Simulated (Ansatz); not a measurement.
In doubt: masses and optical values from hybrid runs of this build are listed as unsure (in some of the runs), which bears on the screening that GW takes from such a start.

Consider Rb2LiVO4 (Cmc2_1).

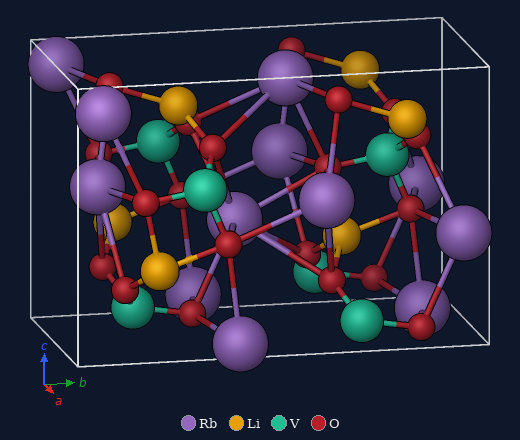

The structure (rubidium purple, lithium orange, vanadium teal, oxygen red). Some periodic images of atoms are drawn too.

```xyz
16
Lattice="2.9395 -5.8505 0.0000 2.9395 5.8505 0.0000 0.0000 0.0000 7.9330" Properties=species:S:1:pos:R:3 pbc="T T T"
Rb    2.9395   -1.2286    7.5268
Rb    2.9395    1.2286    3.5603
Rb    2.9395    5.1285    4.7059
Rb    2.9395   -5.1285    0.7394
Li    2.9395    3.5232    1.3613
Li    2.9395   -3.5232    5.3278
V     2.9395   -2.2290    3.0891
V     2.9395    2.2290    7.0556
O     1.5515   -1.6943    2.2347
O     4.3275    1.6943    6.2012
O     4.3275   -1.6943    2.2347
O     1.5515    1.6943    6.2012
O     2.9395   -1.5679    4.6702
O     2.9395    1.5679    0.7037
O     2.9395   -3.9198    3.3604
O     2.9395    3.9198    7.3269
```

The cell and positions come from the Crystallography Open Database and are kept as given unless a step says otherwise.

Gaps computed with Ansatz 0.2.0 without a self-energy: HSE06 5.58 eV, r2SCAN 4.35 eV and PBE0 6.36 eV.

**Question.** What gap should G0W0 on HSE06 give (4×4×2 mesh, 426 empty bands, screening to 78 eV, PAW set soft_1 files)?

About 7.35 eV: on its mesh the run moves the gap from 5.58 eV by +1.76 eV. Among the scalar-relativistic levels given, PBE0 is nearest (−0.99 eV). Bands and cutoff are finite, so the gap is not at the basis limit. The miss can reach some tenths of an eV and take either sign; the mesh is an error of its own. The 4×4×2 mesh is coarse for this cell (its supercell is 16 Å along the shortest edge). The RPA ε∞ on it, from the HSE06 start, is 2.37, 2.41 and 2.44; such meshes misread the long-range screening, most where the gap is narrow. The runs have no spin polarisation. For a closed low-spin shell that is the natural state; where a d or f shell is open it is a constraint, and the gap is then not the crystal's own. With d states at the gap, one-shot GW leans hard on its start. The many-body steps are scalar-relativistic: spin-orbit coupling is not in them.

[Paths, hosts, dates, memory and timing lines, banners, echoed tables and standing remarks are left out of the program output.]

[Logs are printed without paths, hosts, clocks, repeated set-up lines and the standing remarks that a program may print on its own settings, such as how far it seeks lower states.]

[Runs of the session that timed out or met a known fault of the program may be left out.]

[Cells called generated may have been cut or substituted from an entry of the Crystallography Open Database or the Materials Project.]

[Hosts, paths, dates, database ids (printed as entryN), source tags and the programs' standing remarks are cut or masked in the printed files.]
